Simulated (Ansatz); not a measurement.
MoHCl$_{2}$F$_{4}$: geometry relaxation (part 2 of 2)

MoHCl$_{2}$F$_{4}$, multiplicity 2; UKS PBE/def2-SVP (Ansatz 0.2.0). The input holds or restrains some coordinates. It belongs to a series of runs on one base structure; here: pulled along the bonds that form and break, towards end B.

## Trajectory as extended XYZ, continued
```
8
Properties=species:S:1:pos:R:3:forces:R:3 step=7 energy=-37754.75399
Mo    0.0578    0.0000   -0.3557   -0.1974   0.0000   0.2968
F    -0.2296    0.0000    2.5929    0.0170   0.0000  -0.0536
Cl    2.3830    0.0000   -0.2449   -0.0774   0.0000   0.0012
F     0.0272    1.7638    0.1506    0.0122  -0.2113   0.0732
F    -1.8357    0.0000   -0.2187    0.2249   0.0000  -0.0463
F     0.0272   -1.7638    0.1506    0.0122   0.2113   0.0732
Cl   -0.0070    0.0000   -2.5913    0.0052   0.0000  -0.0409
H     0.1170    0.0000    3.4665    0.0034   0.0000  -0.3036
8
Properties=species:S:1:pos:R:3:forces:R:3 step=8 energy=-37754.78399
Mo    0.0483    0.0000   -0.3542   -0.1134   0.0000   0.3750
F    -0.2657    0.0000    2.5887   -0.0549   0.0000  -0.2392
Cl    2.3712    0.0000   -0.2210   -0.0364   0.0000  -0.0098
F     0.0144    1.7462    0.1967   -0.0022  -0.1198   0.0221
F    -1.8429    0.0000   -0.2683    0.1036   0.0000  -0.0127
F     0.0144   -1.7462    0.1967   -0.0022   0.1198   0.0221
Cl    0.0052    0.0000   -2.5925    0.0294   0.0000  -0.0409
H     0.1949    0.0000    3.4038    0.0759   0.0000  -0.1165
8
Properties=species:S:1:pos:R:3:forces:R:3 step=9 energy=-37754.79293
Mo    0.0394    0.0000   -0.3522   -0.0990   0.0000   0.3929
F    -0.2671    0.0000    2.5900   -0.0819   0.0000  -0.2828
Cl    2.3600    0.0000   -0.1896   -0.0227   0.0000  -0.0152
F    -0.0017    1.7435    0.2034   -0.0014  -0.0915   0.0176
F    -1.8516    0.0000   -0.2892    0.0759   0.0000  -0.0113
F    -0.0017   -1.7435    0.2034   -0.0014   0.0915   0.0176
Cl    0.0218    0.0000   -2.5913    0.0316   0.0000  -0.0394
H     0.2408    0.0000    3.3756    0.0987   0.0000  -0.0795
8
Properties=species:S:1:pos:R:3:forces:R:3 step=10 energy=-37754.81104
Mo    0.0354    0.0000   -0.3409    0.0246   0.0000   0.3789
F    -0.3369    0.0000    2.5990   -0.2107   0.0000  -0.4914
Cl    2.3609    0.0000   -0.2099   -0.0283   0.0000   0.0273
F     0.0030    1.7310    0.2439   -0.0170  -0.0163  -0.0061
F    -1.8514    0.0000   -0.2923   -0.0090   0.0000  -0.0082
F     0.0030   -1.7310    0.2439   -0.0170   0.0163  -0.0061
Cl    0.0378    0.0000   -2.5829   -0.0005   0.0000  -0.0186
H     0.2881    0.0000    3.2892    0.2578   0.0000   0.1243
8
Properties=species:S:1:pos:R:3:forces:R:3 step=11 energy=-37754.81268
Mo    0.0345    0.0000   -0.3394   -0.0293   0.0000   0.3576
F    -0.3328    0.0000    2.6009   -0.2460   0.0000  -0.5275
Cl    2.3574    0.0000   -0.2008   -0.0052   0.0000   0.0320
F    -0.0048    1.7311    0.2438   -0.0032  -0.0077  -0.0005
F    -1.8529    0.0000   -0.2984   -0.0087   0.0000  -0.0081
F    -0.0048   -1.7312    0.2437   -0.0032   0.0077  -0.0004
Cl    0.0429    0.0000   -2.5820    0.0029   0.0000  -0.0111
H     0.3005    0.0000    3.2822    0.2927   0.0000   0.1581
8
Properties=species:S:1:pos:R:3:forces:R:3 step=12 energy=-37754.81375
Mo    0.0318    0.0000   -0.3389   -0.0212   0.0000   0.3622
F    -0.3292    0.0000    2.6019   -0.2735   0.0000  -0.5516
Cl    2.3545    0.0000   -0.1960   -0.0054   0.0000   0.0326
F    -0.0087    1.7309    0.2449   -0.0032  -0.0066  -0.0018
F    -1.8554    0.0000   -0.3019   -0.0136   0.0000  -0.0078
F    -0.0087   -1.7309    0.2448   -0.0032   0.0066  -0.0018
Cl    0.0454    0.0000   -2.5814    0.0014   0.0000  -0.0131
H     0.3104    0.0000    3.2765    0.3188   0.0000   0.1813
8
Properties=species:S:1:pos:R:3:forces:R:3 step=13 energy=-37754.81483 accepted=F
Mo    0.0257    0.0000   -0.3184   -0.1345  -0.0002   0.3668
F    -0.3969   -0.0002    2.6135    1.2118   0.0005   0.3432
Cl    2.3494   -0.0001   -0.1374   -0.0336   0.0002   0.0136
F    -0.0174    1.7275    0.2717   -0.0019   0.0281  -0.0136
F    -1.8610    0.0000   -0.3056   -0.0017  -0.0001   0.0084
F    -0.0174   -1.7275    0.2716   -0.0022  -0.0281  -0.0137
Cl    0.0330    0.0000   -2.5636    0.0702   0.0000   0.0307
H     0.4247    0.0002    3.1182   -1.1081  -0.0004  -0.7354
8
Properties=species:S:1:pos:R:3:forces:R:3 step=14 energy=-37754.82565
Mo    0.0171    0.0017   -0.3308   -0.0156  -0.0314   0.3700
F    -0.3248   -0.0288    2.6109   -0.2059  -0.0087  -0.4782
Cl    2.3385   -0.0005   -0.1528   -0.0110   0.0002   0.0360
F    -0.0288    1.7347    0.2466   -0.0062  -0.0011   0.0113
F    -1.8700    0.0035   -0.3215   -0.0166   0.0037  -0.0019
F    -0.0336   -1.7304    0.2495   -0.0014   0.0168  -0.0095
Cl    0.0632   -0.0009   -2.5723    0.0029   0.0007  -0.0186
H     0.3782    0.0208    3.2204    0.2538   0.0198   0.0909
8
Properties=species:S:1:pos:R:3:forces:R:3 step=15 energy=-37754.83792
Mo    0.0105    0.0001   -0.3187   -0.0818  -0.0281   0.3515
F    -0.3441   -0.0396    2.6189    0.1413   0.0189  -0.2708
Cl    2.3302   -0.0018   -0.1169   -0.0058  -0.0007   0.0401
F    -0.0384    1.7334    0.2593   -0.0044  -0.0036   0.0145
F    -1.8771    0.0045   -0.3225    0.0064   0.0036  -0.0031
F    -0.0450   -1.7356    0.2493    0.0010   0.0115  -0.0014
Cl    0.0711    0.0011   -2.5607    0.0136   0.0037   0.0029
H     0.4327    0.0379    3.1413   -0.0703  -0.0052  -0.1337
8
Properties=species:S:1:pos:R:3:forces:R:3 step=16 energy=-37754.84910
Mo   -0.0045   -0.0029   -0.3069   -0.1119  -0.0172   0.4095
F    -0.3507   -0.0319    2.6315    0.3680   0.0320  -0.2574
Cl    2.3108   -0.0039   -0.0427   -0.0047  -0.0014   0.0234
F    -0.0593    1.7275    0.2792   -0.0161   0.0011  -0.0059
F    -1.8913    0.0019   -0.3357    0.0176   0.0013  -0.0168
F    -0.0641   -1.7396    0.2570   -0.0124   0.0048  -0.0144
Cl    0.0911    0.0071   -2.5477    0.0299   0.0023   0.0161
H     0.5081    0.0416    3.0152   -0.2702  -0.0229  -0.1545
8
Properties=species:S:1:pos:R:3:forces:R:3 step=17 energy=-37754.86118
Mo   -0.0381   -0.0052   -0.2830   -0.1796  -0.0216   0.2983
F    -0.3087   -0.0287    2.6632    0.5877   0.0491  -0.3489
Cl    2.2676   -0.0077    0.0593    0.0055   0.0016   0.0886
F    -0.1195    1.7240    0.3036   -0.0029  -0.0071  -0.0044
F    -1.9231   -0.0007   -0.3907    0.0682   0.0014  -0.0095
F    -0.1222   -1.7454    0.2668   -0.0019   0.0176  -0.0063
Cl    0.1664    0.0135   -2.5186   -0.0091   0.0026   0.0606
H     0.6176    0.0502    2.8494   -0.4678  -0.0436  -0.0784
8
Properties=species:S:1:pos:R:3:forces:R:3 step=18 energy=-37754.88365
Mo   -0.0796   -0.0079   -0.2942   -0.0471   0.0050   0.5478
F    -0.1965   -0.0216    2.6637   -0.0122   0.0014  -0.3947
Cl    2.1998   -0.0085    0.2418   -0.0372  -0.0007  -0.0370
F    -0.1788    1.7204    0.2924   -0.0503  -0.0244  -0.0582
F    -1.9589   -0.0026   -0.4681    0.0790  -0.0004  -0.0232
F    -0.1796   -1.7486    0.2502   -0.0429   0.0270  -0.0503
Cl    0.2017    0.0187   -2.5199    0.0434  -0.0021   0.0780
H     0.7318    0.0501    2.7841    0.0672  -0.0058  -0.0624
8
Properties=species:S:1:pos:R:3:forces:R:3 step=19 energy=-37754.90368
Mo   -0.1179   -0.0052   -0.2493   -0.1424   0.0322   0.1430
F    -0.1224   -0.0121    2.7122    0.4843   0.0234  -0.5199
Cl    2.1622   -0.0041    0.3028   -0.1064   0.0070   0.1671
F    -0.2700    1.7307    0.3018    0.0442  -0.0557   0.0283
F    -1.9836   -0.0036   -0.5435    0.1222  -0.0063   0.0315
F    -0.2611   -1.7496    0.2710    0.0322   0.0307   0.0396
Cl    0.3107    0.0167   -2.4522   -0.0464  -0.0030   0.0847
H     0.8222    0.0272    2.6072   -0.3879  -0.0282   0.0257
8
Properties=species:S:1:pos:R:3:forces:R:3 step=20 energy=-37754.93466
Mo   -0.1629    0.0000   -0.2486   -0.1128   0.0187   0.3340
F     0.0038   -0.0150    2.7129   -0.0636   0.0110  -0.3719
Cl    2.0759    0.0059    0.4757    0.0324   0.0067   0.0089
F    -0.3368    1.7373    0.2879    0.0192  -0.0672   0.0057
F    -2.0144   -0.0035   -0.6130    0.1288  -0.0039  -0.0034
F    -0.3229   -1.7410    0.2758    0.0085   0.0441   0.0075
Cl    0.3746    0.0093   -2.4250   -0.0341  -0.0005   0.0850
H     0.9226    0.0069    2.4843    0.0216  -0.0088  -0.0659
8
Properties=species:S:1:pos:R:3:forces:R:3 step=21 energy=-37754.90641 accepted=F
Mo   -0.1473   -0.0007   -0.2129   -0.1957   0.1077   0.1400
F    -0.0205    0.0381    2.7396    0.4250  -0.1186  -0.8045
Cl    2.1137    0.0175    0.4473   -0.0740  -0.0373   0.1590
F    -0.3220    1.7320    0.3317    0.0134  -0.0425   0.0035
F    -1.9894   -0.0093   -0.6020    0.0381  -0.0028   0.0587
F    -0.3014   -1.7400    0.3149    0.0218  -0.0056   0.0578
Cl    0.3687    0.0115   -2.3875    0.0205  -0.0010  -0.0318
H     0.8383   -0.0492    2.3189   -0.2490   0.1002   0.4173
8
Properties=species:S:1:pos:R:3:forces:R:3 step=22 energy=-37754.90021 accepted=F
Mo   -0.1753    0.0028   -0.2666    0.8945  -0.1025   1.3000
F    -0.0007    0.0055    2.6836   -0.7051  -0.0097  -0.1212
Cl    2.0967    0.0081    0.4606   -0.1983  -0.0076  -0.0754
F    -0.3347    1.6931    0.3741   -0.0758   0.2754  -0.1150
F    -1.9921   -0.0067   -0.6374   -0.6760   0.0114  -0.1778
F    -0.3220   -1.7037    0.3433   -0.0477  -0.1821  -0.1091
Cl    0.3780    0.0062   -2.4093    0.0916   0.0155  -0.4835
H     0.8902   -0.0053    2.4017    0.7168  -0.0004  -0.2181
8
Properties=species:S:1:pos:R:3:forces:R:3 step=23 energy=-37754.94014
Mo   -0.1667    0.0017   -0.2404    0.0190  -0.0091   0.3737
F     0.0181   -0.0111    2.7107   -0.3920   0.0031  -0.2856
Cl    2.0772    0.0084    0.4859    0.0001   0.0031  -0.0032
F    -0.3464    1.7323    0.3051    0.0099   0.0065   0.0116
F    -2.0055   -0.0050   -0.6382   -0.0117  -0.0020   0.0111
F    -0.3314   -1.7323    0.2997    0.0055  -0.0016   0.0023
Cl    0.3754    0.0091   -2.4112    0.0105  -0.0011   0.0052
H     0.9193   -0.0031    2.4383    0.3588   0.0011  -0.1152
8
Properties=species:S:1:pos:R:3:forces:R:3 step=24 energy=-37754.93961
Mo   -0.1664    0.0009   -0.2438    0.0543  -0.0023   0.4383
F     0.0120   -0.0029    2.7067   -0.4988  -0.0042  -0.2525
Cl    2.0782    0.0083    0.4817    0.0007  -0.0030  -0.0066
F    -0.3396    1.7287    0.3121   -0.0072   0.0116  -0.0127
F    -2.0077   -0.0057   -0.6272   -0.0143   0.0013  -0.0101
F    -0.3251   -1.7328    0.2985   -0.0043  -0.0083  -0.0064
Cl    0.3773    0.0094   -2.4136   -0.0036   0.0018  -0.0057
H     0.9112   -0.0059    2.4355    0.4731   0.0030  -0.1442
```

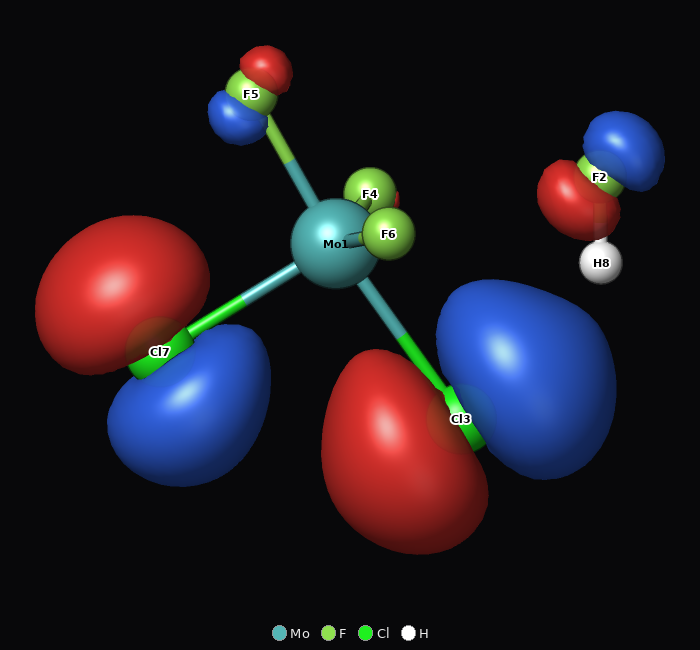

One frontier orbital at ±0.1 Å⁻³ᐟ² (red and blue are the two phases), seen face on. The HOMO (β), at −8.28 eV.

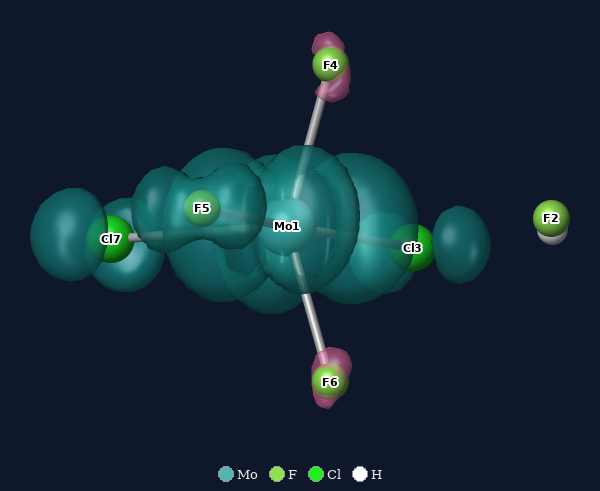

Isosurfaces of the spin density (α minus β) at +0.03 (teal) and −0.03 e/Å³ (pink), seen from the side. The unpaired spin (1 electron) lies mostly on Mo1 (about 0.8), F5 (about 0.1) and Cl7 (about 0.1), in electrons by Hirshfeld's partition.

This output came from the following input.

## Input file
```yaml
crystal:
  periodic: [false, false, false]
  atoms:
    - { symbol: Mo, position_ang: [0.0, 0.0, 0.0] }
    - { symbol: F, position_ang: [0.0, 0.0, 2.02] }
    - { symbol: Cl, position_ang: [2.31, 0.0, 0.0] }
    - { symbol: F, position_ang: [0.0, 1.77, 0.0] }
    - { symbol: F, position_ang: [-1.77, 0.0, 0.0] }
    - { symbol: F, position_ang: [0.0, -1.77, 0.0] }
    - { symbol: Cl, position_ang: [0.0, 0.0, -2.31] }
    - { symbol: H, position_ang: [0.0, 0.0, 3.24] }
magnetization:
  spin_polarized: true
  initial_magnetization: 1
basis:
  gaussian: { orbitals: def2-SVP }
hamiltonian:
  xc: pbe
relax:
  f_tol: 0.15
  max_steps: 25
  restrain:
    - { distance: [1, 7], at: 0.92, k: 30.0 }
    - { distance: [0, 1], at: 2.97, k: 30.0 }
output:
  orbitals: {}
```

Launch command:
```bash
ansatz run input.yaml --threads 4 --pin off --max-ram 5120MiB --backend cpu --events-out ev --progress --plain --runs-dir out
```

## Summary

```json
{"quantity": "outcome", "value": "converged under the restraints of the input"}
{"quantity": "total energy", "value": "−37754.9397 eV"}
{"quantity": "mean-field energy", "value": "−37754.9397 eV"}
{"quantity": "⟨S²⟩", "value": "0.753"}
{"quantity": "largest force (length of the vector) at the end, held atoms and coordinates included", "value": "0.559 eV/Å"}
{"quantity": "hardware", "value": "4 threads of Arm Neoverse V2, 24 GiB of memory available, shared host"}
{"quantity": "wall time", "value": "93 s (CPU time 6 min)"}
{"quantity": "peak memory", "value": "0.39 GiB"}
```
